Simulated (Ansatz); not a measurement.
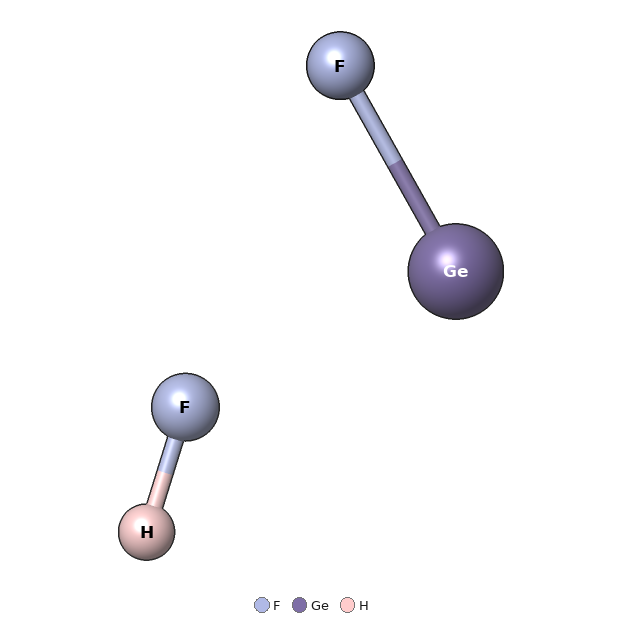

All atoms lie in one plane, which faces the viewer. Charge +1, singlet. The geometry was computed by an optimisation with PBE-D4/def2-SVP. No frequency run is at hand to confirm it as a minimum.

Question: List the symmetry elements and name the point group.

Answer: It has 1 mirror plane, so the point group is Cs. The group has 2 operations. The geometry is achiral, and symmetry allows a dipole moment.
